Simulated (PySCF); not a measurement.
**NMR shielding calculation, with input and output: C₈H₁₆Si**

System: C₈H₁₆Si.
Method: GIAO PBE0/pcSseg-1 NMR shielding, non-relativistic, gas phase (PySCF 2.14.0).

The geometry comes from this level: PBE0-D3(BJ)/def2-SVP. It belongs to a series of runs on one base structure; here: constitutional isomer. Figures and captions count atoms from 1; the log counts them from 0 in places.

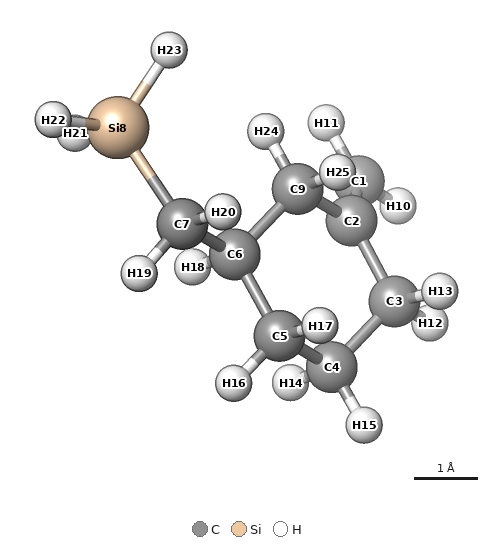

**Figure 1.** The input geometry (ball-and-stick view, seen at a tilt; atoms are numbered from 1 in the order of the input). Bond lengths as drawn: C–C 1.34 to 1.54 Å, C–H 1.09 to 1.11 Å, C–Si 1.89 Å and H–Si 1.50 Å.

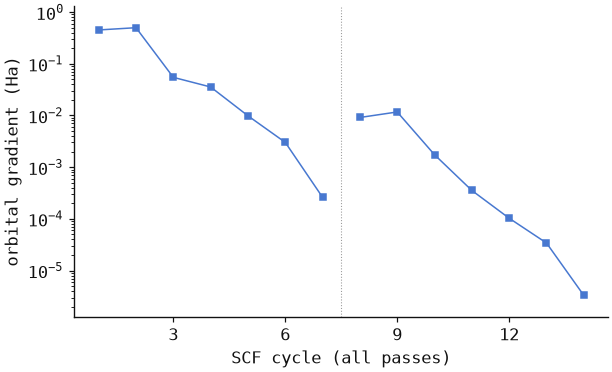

**Figure 2.** Convergence of the self-consistent field: orbital gradient against the SCF cycle. The dotted line marks the change from a coarse to the final integration grid. The first 7 cycles use a coarse grid, the final grid takes over at cycle 8, and the field converges after 14 cycles in all.

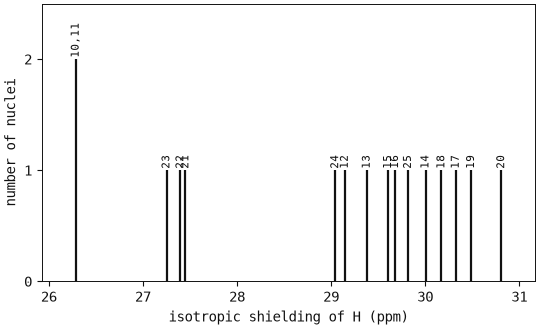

**Figure 3.** Isotropic shieldings of the hydrogen nuclei in this fixed geometry, labelled by atom number; shielding grows to the right, so chemical shift grows to the left. The least shielded is H10 (26.3 ppm), the most shielded H20 (30.8 ppm).

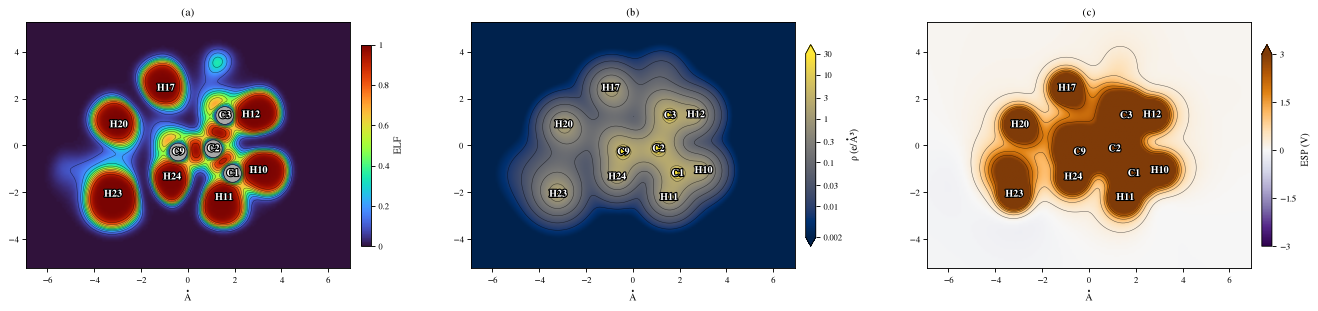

**Figure 4.** (a) electron localisation function; (b) total electron density; (c) electrostatic potential on the plane of atoms C3, C2 and C9. Grey discs, where drawn, cover atomic cores. C–H (1.09 Å): ρ is about 2 e/Å³ halfway; the ELF climbs to about 1 towards the hydrogen, as it does in any bond to H (a covalent bond by its length). C–C (1.50 Å): ρ at the midpoint is about 1.7 e/Å³; the ELF peaks at about 0.95 between the atoms, which marks localised, shared-pair bonding. The potential has no marked negative region in this plane.

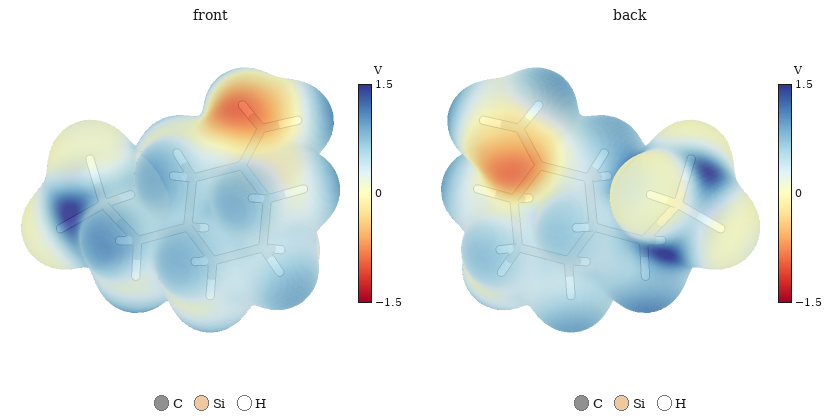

**Figure 5.** The electrostatic potential painted on the density surface at 0.004 e/bohr³, seen at a tilt and from behind; the colour scale runs from red (negative) to blue (positive). Its dipole moment is 1.22 D.

These pictures come from the run below.

### Input
```
{"job": {"kind": "nmr", "xc": "PBE0", "basis": "pcSseg-1"}, "charge": 0, "multiplicity": 1}
C     -2.061623     1.518075     1.651942
C     -1.650749     0.782188     0.614339
C     -2.500146    -0.284019    -0.018300
C     -1.758826    -1.621597    -0.046804
C     -0.394136    -1.483069    -0.708845
C      0.469812    -0.415912    -0.034867
C      1.837236    -0.290595    -0.708080
Si     3.055229     0.911053     0.096225
C     -0.282328     0.922100     0.007335
H     -3.059049     1.389969     2.082412
H     -1.416053     2.277605     2.102440
H     -3.462885    -0.375822     0.507423
H     -2.726803     0.015158    -1.059338
H     -1.626503    -1.978769     0.989487
H     -2.364142    -2.382186    -0.565574
H      0.137450    -2.449348    -0.700458
H     -0.525250    -1.210836    -1.773308
H      0.627780    -0.731072     1.014250
H      2.329074    -1.278792    -0.733520
H      1.710923     0.009641    -1.764698
H      3.052535     0.737064     1.583431
H      4.436765     0.643988    -0.412113
H      2.724925     2.338519    -0.205217
H      0.297937     1.680491     0.557314
H     -0.383884     1.291013    -1.032032
```

The first line tells a small driver script what to run in PySCF; the rest is the geometry in Å.

Run as:
```bash
OMP_NUM_THREADS=1 python <driver script> task.json out
```

### Output
```
coarse grid: 20232 points
cycle   1  E = -603.2892361383  dE =  7.842e-01  |g| = 4.517e-01  |ddm| = 4.392e+00
cycle   2  E = -603.2795672778  dE =  9.669e-03  |g| = 4.995e-01  |ddm| = 9.330e-01
cycle   3  E = -603.3464824456  dE = -6.692e-02  |g| = 5.469e-02  |ddm| = 5.427e-01
cycle   4  E = -603.3469013861  dE = -4.189e-04  |g| = 3.559e-02  |ddm| = 9.406e-02
cycle   5  E = -603.3472008836  dE = -2.995e-04  |g| = 9.856e-03  |ddm| = 3.732e-02
cycle   6  E = -603.3472233463  dE = -2.246e-05  |g| = 3.016e-03  |ddm| = 1.042e-02
cycle   7  E = -603.3472255819  dE = -2.236e-06  |g| = 2.608e-04  |ddm| = 3.064e-03
final grid: 187544 points
cycle   8  E = -603.4037656387  dE = -5.751e-05  |g| = 9.146e-03  |ddm| = 4.095e-02
cycle   9  E = -603.4037519559  dE =  1.368e-05  |g| = 1.169e-02  |ddm| = 2.080e-02
cycle  10  E = -603.4037876666  dE = -3.571e-05  |g| = 1.739e-03  |ddm| = 1.255e-02
cycle  11  E = -603.4037883922  dE = -7.256e-07  |g| = 3.540e-04  |ddm| = 1.748e-03
cycle  12  E = -603.4037884216  dE = -2.939e-08  |g| = 1.027e-04  |ddm| = 3.638e-04
cycle  13  E = -603.4037884240  dE = -2.343e-09  |g| = 3.407e-05  |ddm| = 1.362e-04
cycle  14  E = -603.4037884243  dE = -2.851e-10  |g| = 3.304e-06  |ddm| = 3.927e-05
converged SCF energy = -603.4037884243

GIAO shielding tensors (ppm)
atom      isotropic    diamagn.    paramagn.     s11        s22        s33       span
  0 C       69.049     251.095    -182.045    -30.704    100.272    137.581    168.285
  1 C       27.400     261.332    -233.932    -97.335     18.261    161.273    258.608
  2 C      146.668     245.393     -98.725    141.508    142.565    155.932     14.423
  3 C      154.177     246.435     -92.258    149.655    153.517    159.358      9.703
  4 C      144.372     247.603    -103.231    133.754    138.970    160.393     26.639
  5 C      144.498     248.628    -104.130    136.713    146.026    150.756     14.043
  6 C      167.419     249.781     -82.362    152.574    155.959    193.725     41.151
  7 Si     418.681     878.869    -460.187    386.312    402.559    467.174     80.862
  8 C      139.793     249.371    -109.578    129.053    136.793    153.532     24.478
  9 H       26.282      29.445      -3.163     23.286     24.634     30.926      7.640
 10 H       26.291      31.325      -5.034     23.324     24.522     31.027      7.703
 11 H       29.146      29.913      -0.766     24.910     27.802     34.727      9.817
 12 H       29.380      29.079       0.301     26.519     27.022     34.598      8.079
 13 H       30.003      30.546      -0.543     26.135     28.437     35.438      9.303
 14 H       29.606      28.633       0.973     24.319     27.693     36.804     12.485
 15 H       29.680      31.664      -1.984     24.698     29.355     34.988     10.291
 16 H       30.326      32.103      -1.777     26.368     30.224     34.385      8.017
 17 H       30.173      34.878      -4.705     26.739     30.265     33.514      6.775
 18 H       30.488      30.861      -0.373     24.745     29.773     36.944     12.199
 19 H       30.809      31.361      -0.552     26.519     30.215     35.692      9.173
 20 H       27.452      28.907      -1.455     24.127     25.992     32.237      8.110
 21 H       27.398      27.492      -0.094     23.913     24.998     33.283      9.369
 22 H       27.250      28.708      -1.457     23.569     26.200     31.982      8.413
 23 H       29.044      34.952      -5.908     23.527     30.903     32.702      9.175
 24 H       29.817      32.831      -3.014     26.695     29.384     33.372      6.677
```

### Summary

| quantity | value |
| --- | --- |
| outcome | converged |
| total energy | −603.403788 hartree |
| HOMO | −7.05 eV |
| LUMO | 0.38 eV |
| dipole moment | 1.22 D |
| isotropic shielding, C | 27.4 to 167.4 ppm |
| isotropic shielding, Si | 418.7 ppm |
| isotropic shielding, H | 26.3 to 30.8 ppm |
| hardware | 1 CPU thread, shared host |
| wall time | 68 s |
| peak memory | 1.2 GiB |
